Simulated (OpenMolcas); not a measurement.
**Energy and gradient calculation of CH4Se (part 1 of 2)**

The run: energy and gradient calculation of CH4Se. Method and program: PBE/def2-SVPD, RKS (OpenMolcas 26.06).

The geometry comes from this level: PBE0-D4/def2-TZVP.

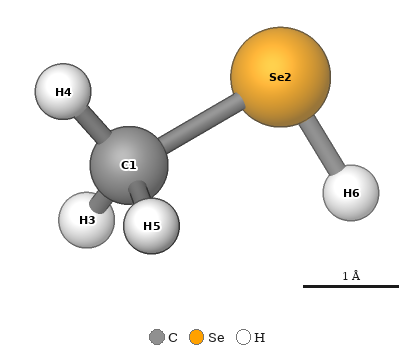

Figure 1. The structure as given in the input (ball-and-stick view, seen at a tilt; atoms are numbered from 1 in the order of the input). Bond lengths as drawn: C–H 1.09 Å, C–Se 1.95 Å and H–Se 1.47 Å.

**Results in brief**

```csv
quantity,value
outcome,converged
total energy,−2441.317048 hartree
basis functions,93
largest force,0.555 eV/Å
HOMO,−5.35 eV
LUMO,−0.94 eV
dipole moment,1.38 debye
hardware,"1 thread of Arm Neoverse V1, 24 GiB of memory available, shared host"
wall time,30 s
peak memory,0.51 GiB
```

**Input file**
```
>>> EXPORT MOLCAS_PRINT=2

&GATEWAY
  BASLIB=$CurrDir
  COORD=coord.xyz
  BASIS=def2-SVPD
  GROUP=NoSym

&SEWARD
  GRIDINPUT
  Grid=UltraFine
  End of Grid

&SCF
  KSDFT=PBE
  THRESHOLDS=1e-10 1e-07 1e-07 1e-05
  PRORBITALS=1 1

&ALASKA
```

**File coord.xyz**
```
6

C     -0.134400    -0.353500    -0.393800
Se     0.854300     0.256800     1.170700
H     -1.197900    -0.413200    -0.174800
H      0.243900    -1.350000    -0.617200
H      0.051300     0.300400    -1.242700
H      0.182800     1.559600     1.257800
```

Launched with:
```bash
export MOLCAS_MEM=1860
pymolcas calc.input > calc.log
```

**The program's output**
```
--- Start Module: gateway ---

                                              &GATEWAY

                       available to each process: 1.9 GB of memory, 1 thread

 Basis Set     1 Label: C.DEF2-SVPD
 Basis set is read from library:.
 basistype.tbl is not found

 Basis Set     2 Label: SE.DEF2-SVPD
 Basis set is read from library:.
 basistype.tbl is not found

 Basis Set     3 Label: H.DEF2-SVPD
 Basis set is read from library:.
 basistype.tbl is not found

++    Symmetry information:
      ---------------------

                    Character Table for C1

                             E
                    a        1  x, y, xy, Rz, z, xz, Ry, yz, Rx, I
--

++    Basis set information:
      ----------------------

      Basis set label: C.DEF2-SVPD.........

      Electronic valence basis set:
      ------------------
      Associated Effective Charge   6.000000 au
      Associated Actual Charge      6.000000 au
      Nuclear Model: Point charge

      Shell  nPrim  nBasis  Cartesian Spherical Contaminant
         s       8       4        X
         p       4       2        X
         d       2       2                 X

      Basis set label: SE.DEF2-SVPD.........

      Electronic valence basis set:
      ------------------
      Associated Effective Charge  34.000000 au
      Associated Actual Charge     34.000000 au
      Nuclear Model: Point charge

      Shell  nPrim  nBasis  Cartesian Spherical Contaminant
         s      15       6        X
         p      11       5        X
         d       7       4                 X

      Basis set label: H.DEF2-SVPD.........

      Electronic valence basis set:
      ------------------
      Associated Effective Charge   1.000000 au
      Associated Actual Charge      1.000000 au
      Nuclear Model: Point charge

      Shell  nPrim  nBasis  Cartesian Spherical Contaminant
         s       4       2        X
         p       2       2        X
--

++    Molecular structure info:
      -------------------------

                    ************************************************
                    **** Cartesian Coordinates / bohr, angstrom ****
                    ************************************************

     Center  Label                x              y              z                     x              y              z
        1      C1              -0.253979      -0.668018      -0.744174             -0.134400      -0.353500      -0.393800
        2      SE2              1.614393       0.485282       2.212302              0.854300       0.256800       1.170700
        3      H3              -2.263703      -0.780835      -0.330324             -1.197900      -0.413200      -0.174800
        4      H4               0.460904      -2.551130      -1.166339              0.243900      -1.350000      -0.617200
        5      H5               0.096943       0.567674      -2.348363              0.051300       0.300400      -1.242700
        6      H6               0.345442       2.947217       2.376898              0.182800       1.559600       1.257800

                    ***************************************
                    *    InterNuclear Distances / bohr    *
                    ***************************************

               1 C1            2 SE2           3 H3            4 H4            5 H5            6 H6
    1 C1       0.000000
    2 SE2      3.682617        0.000000
    3 H3       2.054991        4.807040        0.000000
    4 H4       2.058007        4.686742        3.355049        0.000000
    5 H5       2.055116        4.807193        3.385794        3.355084        0.000000
    6 H6       4.813556        2.774609        5.294814        6.542146        5.296420        0.000000

                    *******************************************
                    *    InterNuclear Distances / angstrom    *
                    *******************************************

               1 C1            2 SE2           3 H3            4 H4            5 H5            6 H6
    1 C1       0.000000
    2 SE2      1.948757        0.000000
    3 H3       1.087455        2.543776        0.000000
    4 H4       1.089050        2.480117        1.775415        0.000000
    5 H5       1.087521        2.543857        1.791685        1.775434        0.000000
    6 H6       2.547224        1.468260        2.801895        3.461955        2.802745        0.000000

                    **************************************
                    *    Valence Bond Angles / degree    *
                    **************************************
                          Atom centers                 Phi
                      3 H3       1 C1       4 H4       109.32
                      3 H3       1 C1       5 H5       110.93
                      4 H4       1 C1       5 H5       109.31
--

            Nuclear Potential Energy            100.47274458 au

--- Stop Module: gateway /rc=_RC_ALL_IS_WELL_ ---

--- Start Module: seward ---

                                              &SEWARD

                       available to each process: 1.9 GB of memory, 1 thread

               SEWARD will generate:
                  Multipole Moment integrals up to order  2
                  Kinetic Energy integrals
                  Nuclear Attraction integrals (point charge)
                  One-Electron Hamiltonian integrals
                  Velocity integrals
                  Orbital angular momentum around (  1.2986   0.3226   1.7342 )
                  Velocity quadrupole around (  1.2986   0.3226   1.7342 )
                  Two-Electron Repulsion integrals

                   Integrals are discarded if absolute value <: 1.00E-14
                   Integral cutoff threshold is set to       <: 1.00E-16

            Nuclear Potential Energy            100.47274458 au

      Basis set specifications :
      Symmetry species         a
      Basis functions           93

--- Stop Module: seward /rc=_RC_ALL_IS_WELL_ ---
--- Module seward spent 2 seconds ---

--- Start Module: scf ---

                                                &SCF

                       available to each process: 1.9 GB of memory, 1 thread

 ###############################################################################
 ###     Minimized-density-differences option turned off!                    ###
 ###############################################################################
++    Input section:
      --------------

      Header of the integral files:

      Cartesian coordinates in angstrom:
      -----------------------------------------------------
      No.  Label        X            Y            Z
      -----------------------------------------------------
       1   C1        -0.13440000  -0.35350000  -0.39380000
       2   SE2        0.85430000   0.25680000   1.17070000
       3   H3        -1.19790000  -0.41320000  -0.17480000
       4   H4         0.24390000  -1.35000000  -0.61720000
       5   H5         0.05130000   0.30040000  -1.24270000
       6   H6         0.18280000   1.55960000   1.25780000
      -----------------------------------------------------
      Nuclear repulsion energy =  100.47274458
--

++    Orbital specifications:
      -----------------------

      Symmetry species               1
                                     a
      Frozen orbitals                0
      Occupied orbitals             22
      Secondary orbitals            71
      Deleted orbitals               0
      Total number of orbitals      93
      Number of basis functions     93
--

      Molecular charge                           0.000

      Numerical integration parameters
      --------------------------------
      Radial quadrature type:                         MHL
      Size of radial grid:                            99
      Lebedev angular grid:                           41
      Angular grid pruned with the crowding factor:  1.00E+10
                                 and fading factor:  1.00E+01
      Screening threshold for integral computation:   1.00E-11
      Radial quadrature accuracy:                     1.00E-25
      Maximum batch size:                             128
      AO values are stored on disk
      The same grid will be used for all iterations.

      DFT functional specifications
      -----------------------------
      Using Libxc version: 6.2.2
      Please cite the following reference:
      S. Lehtola, C. Steigemann, M. J.T. Oliveira, and M. A.L. Marques.,  SoftwareX 7, 1–5 (2018) doi:10.1016/j.softx.2017.11.002

      * Perdew, Burke & Ernzerhof
        - J. P. Perdew, K. Burke, and M. Ernzerhof.,  Phys. Rev. Lett. 77, 3865 (1996) doi:10.1103/PhysRevLett.77.3865
        - J. P. Perdew, K. Burke, and M. Ernzerhof.,  Phys. Rev. Lett. 78, 1396 (1997) doi:10.1103/PhysRevLett.78.1396
      * Perdew, Burke & Ernzerhof
        - J. P. Perdew, K. Burke, and M. Ernzerhof.,  Phys. Rev. Lett. 77, 3865 (1996) doi:10.1103/PhysRevLett.77.3865
        - J. P. Perdew, K. Burke, and M. Ernzerhof.,  Phys. Rev. Lett. 78, 1396 (1997) doi:10.1103/PhysRevLett.78.1396

++    Optimization specifications:
      ----------------------------

      SCF Algorithm: Conventional
      D(i)-D(i-1) density differences are used
      Number of density matrices in core                 5
      Maximum number of NDDO SCF iterations            400
      Maximum number of HF SCF iterations              400
      Threshold for SCF energy change             1.00E-10
      Threshold for density matrix                1.00E-07
      Threshold for Fock matrix                   1.00E-07
      Threshold for linear dependence             1.00E-09
      Threshold at which DIIS is turned on        1.50E-01
      Maximum depth in the DIIS procedure                5
      Maximum depth in the BFGS Hessian update          30
      Threshold at which QNR/C2DIIS is turned on  7.50E-02
      Threshold for Norm(delta) (QNR/C2DIIS)      1.00E-05
      All orbitals punched on: SCFORB
--

      Input vectors read from INPORB
      Orbital file label: *Guess orbitals

++ Convergence information
                                   PBE        iterations: Energy and convergence statistics

Iter     Tot. PBE        One-elec.       Two-elec.     Energy      Max Dij or  Max Fij      DNorm      TNorm      AccCon     Time
         Energy          Energy          Energy        Change      Delta Norm                                                in Sec.

 The total and one-electron energies are shifted by a value of      2000. a.u.
```
